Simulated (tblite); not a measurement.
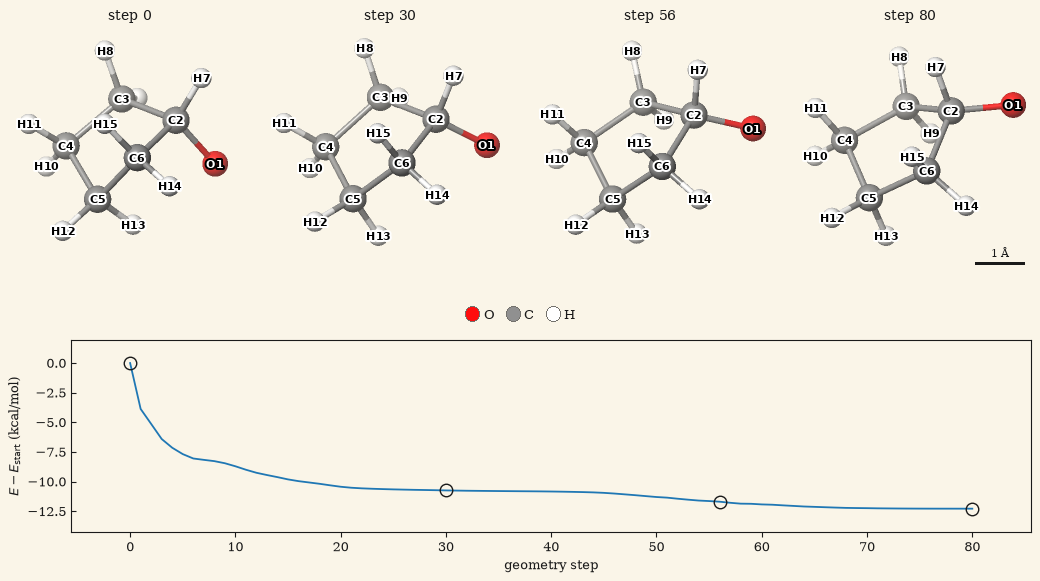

Frames of a relaxation of C5H9O (multiplicity 2), marked on the history of the run. Style: ball-and-stick. Shown from a free direction.

Theory: GFN2-xTB geometry optimisation, gas phase in tblite. 

> What happens along the run?

The atom that moves furthest after the best rigid fit is O1 (1.40 Å). Largest moves by element: O 1.40 Å, H 1.02 Å, C 0.35 Å. Near-neighbour distances that change, for instance: O1–C2 1.372 → 1.300 Å, C2–C3 1.520 → 1.577 Å, C3–H8 1.120 → 1.087 Å, C2–C6 1.530 → 1.557 Å. Bond angles that change, for instance: O1–C2–C6 107.7° → 118.4°, C3–C2–H7 111.0° → 101.4°, C2–C6–C5 97.7° → 105.7°. Over 80 geometry steps the energy falls by 12.3 kcal/mol. The run took 0.31 s on 1 thread of Arm Neoverse V2, on a shared host. From step 0 to 30: O1 moves most (0.46 Å), energy −10.7 kcal/mol. From step 30 to 56: H atoms move most (0.48 Å), energy −0.95 kcal/mol. From step 56 to 80: O1 moves most (0.53 Å), energy −0.59 kcal/mol.
